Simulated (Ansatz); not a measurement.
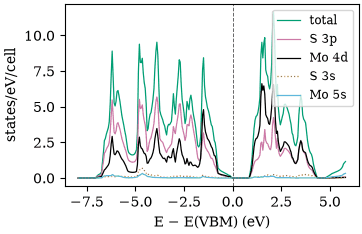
Total and projected density of states of MoS2 in space group P6_3/mmc (No. 194; Mo on 2b, S on 4f), DFT-PBE+D3(BJ) in the program Ansatz with PAW potentials

Problem. Which orbitals carry the states next to the gap?

Solution. Top 1 eV of the valence band: Mo 4d 57 %, S 3p 38 %. Bottom 1 eV of the conduction band: Mo 4d 64 %, S 3p 30 %. Projections are on Löwdin-orthogonalised atomic valence shells; empty p or d shells of many metals are not among them.

Problem. Where is the tallest occupied peak in this window, and what makes it?

Solution. Near -3.9 eV, about 9.5 states/eV per cell; the largest projected share is S 3p.

The first step of the workflow began from a Materials Project structure, measured or hypothetical. Its sites differ from those of the usual phase in this space group: another stacking or structure type. Symmetry was held in the PBE+D3(BJ) relaxation; whether a distortion lowers the energy is not shown. No spin polarisation was allowed. Spin–orbit coupling is left out wherever it is not named.

Potentials: the earlier of the program's two PAW sets.
